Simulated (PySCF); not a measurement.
**H$_{4}$LaS$_{4}$ (charge −1): density, localisation and related maps**

Input

```
mol = gto.M(atom='''
La     0.00000     0.00000     0.00002
S      1.75685     1.49789     1.57261
H      2.79009     1.07307     0.80594
S     -1.75685    -1.49789     1.57261
H     -2.79009    -1.07307     0.80594
S      1.49777    -1.75685    -1.57262
H      1.07285    -2.79004    -0.80595
S     -1.49777     1.75685    -1.57262
H     -1.07285     2.79004    -0.80595''',
    basis={'La': 'lcecp-1-SVP', 'S': 'def2-SVP', 'H': 'def2-SVP'},
    ecp={'La': 'lcecp-1-SVP'},
    charge=-1, spin=0)
mf = dft.RKS(mol, xc='PBE0')
mf.grids.atom_grid = (75, 302)  # f atoms: at least (60, 302), unpruned
mf = mf.density_fit()  # La AutoAux, S def2-universal-JKFIT, H def2-universal-JKFIT
mf.conv_tol = 1e-09; mf.max_cycle = 55
mf.kernel(dm0)
```

Command:

```sh
OMP_NUM_THREADS=2 python run.py
```

Core potentials replace the inner electrons of La.

Method: RKS PBE0, La lcecp-1-SVP with ECP46, S def2-SVP, H def2-SVP; non-relativistic Hamiltonian with scalar-relativistic core potentials where named; density fitting (PySCF).

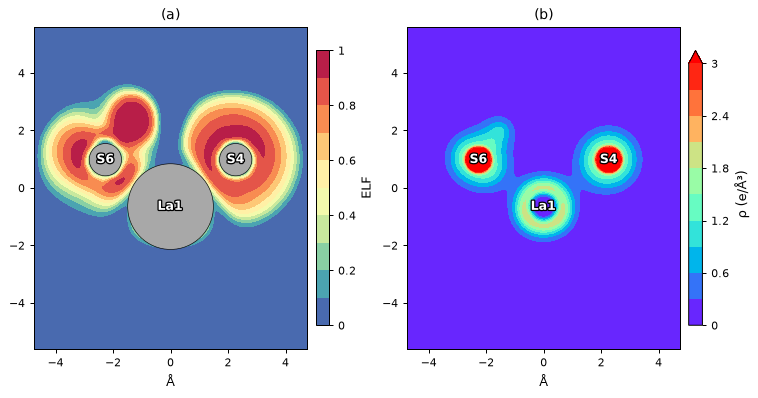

Figure 1. (a) electron localisation function; (b) electron density on the plane of atoms S4, La1 and S6. Grey discs cover the atomic cores in the ELF map.

**Interpret the plot.**

The section cuts through La and S sites.
La–S (2.79 Å): ρ is about 0.33 e/Å³ halfway; the ELF peaks at about 0.90 in the valence shell of S, 0.9 Å from its nucleus, and is about 0.30 at the midpoint: an ionic contact with no shared pair.

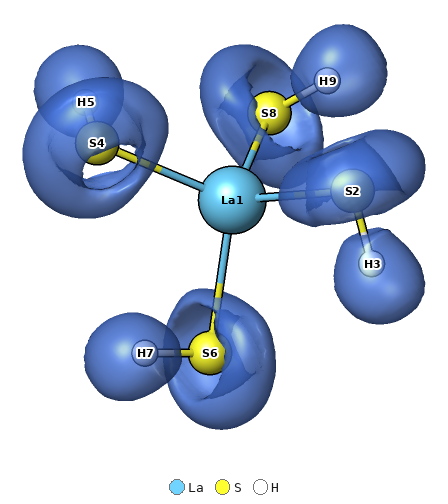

Figure 2. Isosurface of the ELF at 0.85 (blue), seen at a tilt. Core shells and regions of very low density are left out.

**What do the ELF domains correspond to?**

At this value the surface marks out four regions around hydrogen nuclei and four regions wrapped around S (the valence shell of each). Profiles from the grid: S–H (1.35 Å): the ELF climbs to about 1 towards the hydrogen, as it does in any bond to H.
